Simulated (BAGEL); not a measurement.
# doublet AlH3S2O+ at 3 levels

Wanted: a comparison of 3 runs (UHF/STO-3G, UHF/3-21G, ROHF/6-31G*) of doublet AlH3S2O+. 

Program for the calculation: BAGEL 1.2.2.

## Step 1: The molecule

The species is AlH3S2O+ (7 atoms), meant as a doublet with charge +1. SMILES of the parent species: `[OH][Al]([SH])[SH]`. Geometry: relaxed at PBE0-D4/def2-TZVP. This is one conformer, not always the lowest. That shape belongs to the parent species and isn't relaxed for this state.

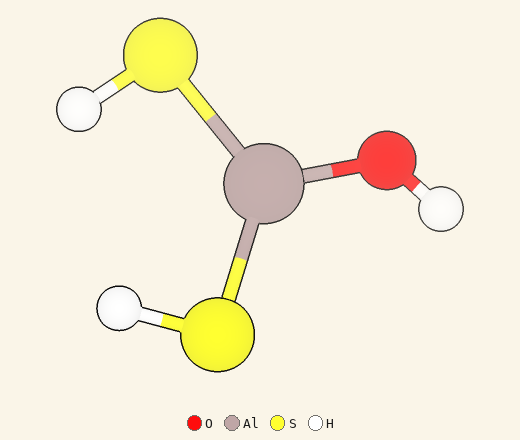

The structure, seen from a chosen angle (oxygen red, aluminium light grey, sulfur yellow, hydrogen white).

## Step 2: A single-point energy at UHF/STO-3G (density fitting with qzvpp-jkfit) (run 1)

calc.json

```json
{ "bagel" : [

{
  "title" : "molecule",
  "basis" : "sto-3g",
  "df_basis" : "qzvpp-jkfit",
  "angstrom" : true,
  "geometry" : [
    { "atom" : "O", "xyz" : [   -1.985100,    0.181200,    0.466200 ] },
    { "atom" : "Al", "xyz" : [   -0.338900,    0.027200,    0.141900 ] },
    { "atom" : "S", "xyz" : [    0.965600,    0.014800,    1.879700 ] },
    { "atom" : "S", "xyz" : [    0.363100,   -0.144100,   -1.916700 ] },
    { "atom" : "H", "xyz" : [   -2.678100,    0.202700,   -0.190400 ] },
    { "atom" : "H", "xyz" : [    2.078300,   -0.118200,    1.138300 ] },
    { "atom" : "H", "xyz" : [    1.656500,   -0.231700,   -1.564700 ] }
  ]
},
{ "title" : "uhf", "charge" : 1, "nopen" : 1 },
{ "title" : "print", "file" : "orbitals.molden", "orbitals" : true }

]}
```

On the command line:

```
BAGEL_NUM_THREADS=1 BAGEL calc.json > calc.out
```

What it wrote:

```text
* using 1 threads per process

  ===============================================================
  ===============================================================

  *** Geometry ***

  { "atom" : "O", "xyz" : [     -3.751295,      0.342418,      0.880990 ] },
  { "atom" : "Al", "xyz" : [     -0.640428,      0.051401,      0.268152 ] },
  { "atom" : "S", "xyz" : [      1.824720,      0.027968,      3.552118 ] },
  { "atom" : "S", "xyz" : [      0.686160,     -0.272310,     -3.622038 ] },
  { "atom" : "H", "xyz" : [     -5.060876,      0.383047,     -0.359804 ] },
  { "atom" : "H", "xyz" : [      3.927418,     -0.223366,      2.151075 ] },
  { "atom" : "H", "xyz" : [      3.130331,     -0.437850,     -2.956854 ] },

  Number of auxiliary basis functions:      515

  Since a DF basis is specified, we compute 2- and 3-index integrals:
    o Being stored without compression. Storage requirement is 0.005 GB

  Number of basis functions:       35
  Number of electrons      :       56

    * METHOD: MOLECULE                             0.21

  *** Open-shell HF ***

  === Nuclear Repulsion ===
   246.6829191007

      * DIIS with orbital gradients will be used.

  === UHF iteration (sto-3g) ===
      0      -1100.72118174          0.02966815           0.06
      1      -1100.81554183          0.01087873           0.06
      2      -1100.82632112          0.00393496           0.06
      3      -1100.82807061          0.00062780           0.06
      4      -1100.82831886          0.00027167           0.06
      5      -1100.82841584          0.00020898           0.06
      6      -1100.82847576          0.00026862           0.06
      7      -1100.82844098          0.00020710           0.06
      8      -1100.82841631          0.00001168           0.06
      9      -1100.82841893          0.00000448           0.06
[... 20 lines of this table left out ...]
     30      -1100.82842101          0.00000002           0.06
     31      -1100.82842101          0.00000002           0.06
     32      -1100.82842101          0.00000002           0.06
     33      -1100.82842101          0.00000001           0.06
    * SCF iteration converged.

    * S^2 (UHF) is 0.7877

    * Permanent dipole moment:
           (   -1.108765,     0.126666,     0.623357) a.u.

    * METHOD: UHF                                  2.21

    * METHOD: PRINT                                0.00

  ===============================================================
```

It took 2.6 s on 1 thread of Arm Neoverse V1, shared host; peak memory 0.083 GiB.

## Step 3: A single-point energy at UHF/3-21G (density fitting with qzvpp-jkfit) (run 2)

input.json

```json
{ "bagel": [

{
  "title": "molecule",
  "basis": "3-21g",
  "df_basis": "qzvpp-jkfit",
  "angstrom": "true",
  "geometry": [
    { "atom": "O", "xyz": [   -1.985100,    0.181200,    0.466200 ] },
    { "atom": "Al", "xyz": [   -0.338900,    0.027200,    0.141900 ] },
    { "atom": "S", "xyz": [    0.965600,    0.014800,    1.879700 ] },
    { "atom": "S", "xyz": [    0.363100,   -0.144100,   -1.916700 ] },
    { "atom": "H", "xyz": [   -2.678100,    0.202700,   -0.190400 ] },
    { "atom": "H", "xyz": [    2.078300,   -0.118200,    1.138300 ] },
    { "atom": "H", "xyz": [    1.656500,   -0.231700,   -1.564700 ] }
  ]
},
{
  "title": "uhf",
  "charge": 1,
  "nopen": 1
},
{
  "title": "print",
  "file": "orbitals.molden",
  "orbitals": "true"
}

]}
```

On the command line:

```
BAGEL_NUM_THREADS=1 BAGEL input.json > input.out
```

What it wrote:

```text
* using 1 threads per process

  ===============================================================
  ===============================================================

  *** Geometry ***

  { "atom" : "O", "xyz" : [     -3.751295,      0.342418,      0.880990 ] },
  { "atom" : "Al", "xyz" : [     -0.640428,      0.051401,      0.268152 ] },
  { "atom" : "S", "xyz" : [      1.824720,      0.027968,      3.552118 ] },
  { "atom" : "S", "xyz" : [      0.686160,     -0.272310,     -3.622038 ] },
  { "atom" : "H", "xyz" : [     -5.060876,      0.383047,     -0.359804 ] },
  { "atom" : "H", "xyz" : [      3.927418,     -0.223366,      2.151075 ] },
  { "atom" : "H", "xyz" : [      3.130331,     -0.437850,     -2.956854 ] },

  Number of auxiliary basis functions:      515

  Since a DF basis is specified, we compute 2- and 3-index integrals:
    o Being stored without compression. Storage requirement is 0.012 GB

  Number of basis functions:       54
  Number of electrons      :       56

    * METHOD: MOLECULE                             0.22

  *** Open-shell HF ***

  === Nuclear Repulsion ===
   246.6829191007

      * DIIS with orbital gradients will be used.

  === UHF iteration (3-21g) ===
      0      -1107.49445049          0.05065058           0.11
      1      -1107.60868962          0.03489563           0.10
      2      -1107.64365245          0.02404133           0.10
      3      -1107.67078590          0.00123706           0.10
      4      -1107.67194102          0.00089282           0.10
      5      -1107.67310116          0.00124738           0.10
      6      -1107.67147676          0.00091386           0.11
      7      -1107.67058783          0.00013562           0.10
      8      -1107.67066039          0.00008041           0.10
      9      -1107.67068022          0.00002939           0.10
[... 14 lines of this table left out ...]
     24      -1107.67069160          0.00000002           0.10
     25      -1107.67069160          0.00000001           0.10
     26      -1107.67069160          0.00000001           0.10
     27      -1107.67069160          0.00000001           0.10
    * SCF iteration converged.

    * S^2 (UHF) is 0.8113

    * Permanent dipole moment:
           (   -1.286120,     0.166790,     1.101199) a.u.

    * METHOD: UHF                                  3.02

    * METHOD: PRINT                                0.01

  ===============================================================
```

Wall time 3.6 s (1 thread of Arm Neoverse V1, shared host); peak memory 0.092 GiB.

## Step 4: A single-point energy at ROHF/6-31G(d) (density fitting with qzvpp-jkfit, spherical functions) (run 3)

hf.json

```json
{ "bagel" : [

{
  "title" : "molecule",
  "basis" : "6-31gs.json",
  "df_basis" : "qzvpp-jkfit",
  "angstrom" : "true",
  "geometry" : [
    { "atom" : "O", "xyz" : [      -1.985100,       0.181200,       0.466200 ] },
    { "atom" : "Al", "xyz" : [      -0.338900,       0.027200,       0.141900 ] },
    { "atom" : "S", "xyz" : [       0.965600,       0.014800,       1.879700 ] },
    { "atom" : "S", "xyz" : [       0.363100,      -0.144100,      -1.916700 ] },
    { "atom" : "H", "xyz" : [      -2.678100,       0.202700,      -0.190400 ] },
    { "atom" : "H", "xyz" : [       2.078300,      -0.118200,       1.138300 ] },
    { "atom" : "H", "xyz" : [       1.656500,      -0.231700,      -1.564700 ] }
  ]
},

{ "title" : "rohf", "charge" : 1, "nopen" : 1 },

{ "title" : "print", "file" : "orbitals.molden", "orbitals" : "true" }

]}
```

The basis set 6-31G* is read from a file made from the Basis Set Exchange's data (not shown).

On the command line:

```
BAGEL_NUM_THREADS=1 BAGEL hf.json > hf.out
```

What it wrote:

```text
* using 1 threads per process

  ===============================================================
  ===============================================================

  *** Geometry ***

  { "atom" : "O", "xyz" : [     -3.751295,      0.342418,      0.880990 ] },
  { "atom" : "Al", "xyz" : [     -0.640428,      0.051401,      0.268152 ] },
  { "atom" : "S", "xyz" : [      1.824720,      0.027968,      3.552118 ] },
  { "atom" : "S", "xyz" : [      0.686160,     -0.272310,     -3.622038 ] },
  { "atom" : "H", "xyz" : [     -5.060876,      0.383047,     -0.359804 ] },
  { "atom" : "H", "xyz" : [      3.927418,     -0.223366,      2.151075 ] },
  { "atom" : "H", "xyz" : [      3.130331,     -0.437850,     -2.956854 ] },

  Number of auxiliary basis functions:      515

  Since a DF basis is specified, we compute 2- and 3-index integrals:
    o Being stored without compression. Storage requirement is 0.023 GB

  Number of basis functions:       74
  Number of electrons      :       56

    * METHOD: MOLECULE                             0.29

  *** Open-shell HF ***

  === Nuclear Repulsion ===
   246.6829191007

      * DIIS with orbital gradients will be used.

  === ROHF iteration (6-31gs.json) ===
      0      -1113.08097769          0.04462926           0.15
      1      -1113.21217981          0.03173437           0.15
      2      -1113.26439159          0.02180401           0.15
      3      -1113.30986826          0.00112011           0.15
      4      -1113.31055104          0.00055070           0.15
      5      -1113.31130431          0.00094489           0.15
      6      -1113.31078712          0.00080007           0.15
      7      -1113.30984522          0.00026316           0.15
      8      -1113.30982354          0.00015883           0.15
      9      -1113.30982466          0.00002511           0.15
     10      -1113.30983028          0.00001063           0.15
     11      -1113.30982962          0.00000274           0.15
     12      -1113.30983015          0.00000158           0.16
     13      -1113.30983007          0.00000170           0.15
     14      -1113.30983007          0.00000185           0.15
     15      -1113.30983003          0.00000159           0.15
     16      -1113.30983006          0.00000166           0.15
     17      -1113.30982992          0.00000054           0.15
     18      -1113.30983002          0.00000030           0.15
     19      -1113.30983003          0.00000009           0.15
     20      -1113.30983004          0.00000003           0.15
     21      -1113.30983005          0.00000001           0.15
     22      -1113.30983005          0.00000000           0.15
    * SCF iteration converged.

    * S^2 (ROHF) is 0.7500

    * Permanent dipole moment:
           (   -1.208041,     0.147413,     0.866767) a.u.

    * METHOD: ROHF                                 3.65

    * METHOD: PRINT                                0.01

  ===============================================================
```

Run time: 4.2 s. Hardware: 1 thread of Arm Neoverse V1, shared host; peak memory 0.12 GiB.

## Step 5: Overview of the runs

```csv
run,level,energy (Eh),⟨S²⟩,wall time
1,UHF/STO-3G (density fitting with qzvpp-jkfit),-1100.828421,0.788,2.6 s
2,UHF/3-21G (density fitting with qzvpp-jkfit),-1107.670692,0.811,3.6 s
3,"ROHF/6-31G* (density fitting with qzvpp-jkfit, spherical functions)",-1113.309830,0.750,4.2 s
```

## Step 6: What came out

| quantity | value |
| --- | --- |
| run 3: total energy | -1113.30983 Eh |
| run 3: ⟨S²⟩ | 0.750 |

**Reading.** In run 1 the basis is minimal, so the values are rough. All runs together took 10 s, the longest 4.2 s.
